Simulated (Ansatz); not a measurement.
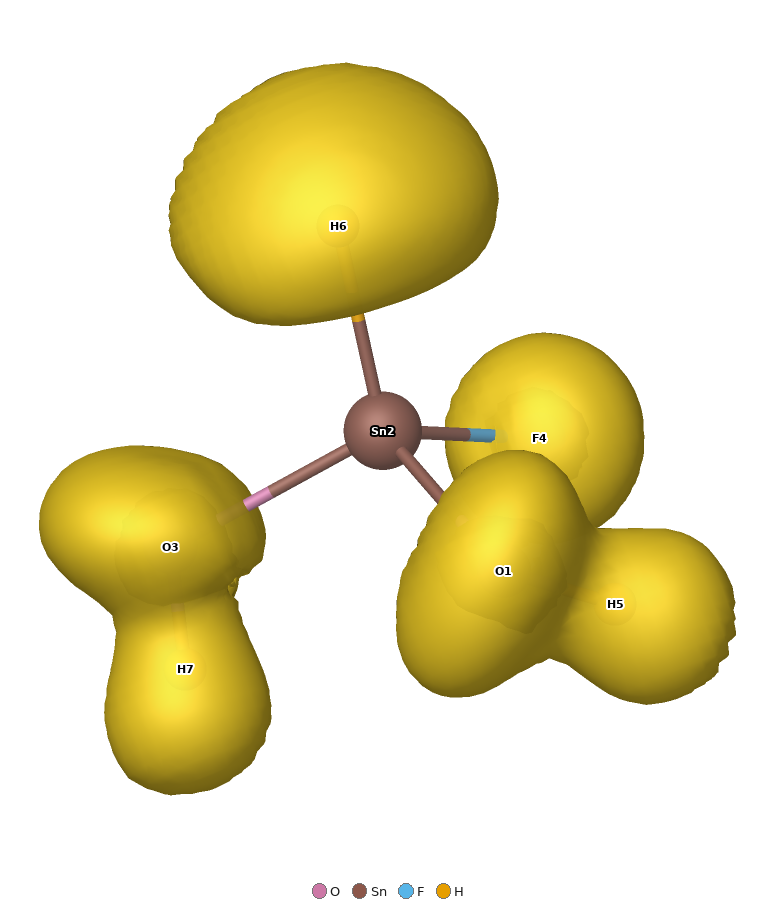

The picture shows: FH3O2Sn. Isosurface of the electron localisation function at 0.75 (yellow), seen at a tilt. Core shells and regions of very low density are left out.

Core potentials replace the inner electrons of Sn.

Level of theory: UKS r2SCANh-D4/def2-SVP in Ansatz 0.2.0.

```xyz
7

O    -0.5073    1.2607   -0.9837
Sn   -0.1216    0.0325    0.5046
O     1.7019   -0.6607    0.3162
F    -1.3627   -1.4113    0.1554
H    -1.2484    0.9295   -1.5071
H    -0.3296    0.6384    2.0697
H     1.9290   -0.8572   -0.6008
```

Where are the electrons localised?

Answer. The ELF exceeds this value in one region around a hydrogen nucleus, one region wrapped around F (its valence shell) and two joined regions spread over several atoms (H, O), in which their bonds and any lone pairs are merged.

Values along the shortest contacts:
Sn–F (1.94 Å): the ELF peaks at about 0.80 in the valence shell of F, 0.5 Å from its nucleus, and drops to about 0.10 between the two atoms. Sn–O (1.96 Å): the ELF peaks at about 0.85 in the valence shell of O, 0.6 Å from its nucleus, and drops to about 0.15 between the two atoms.
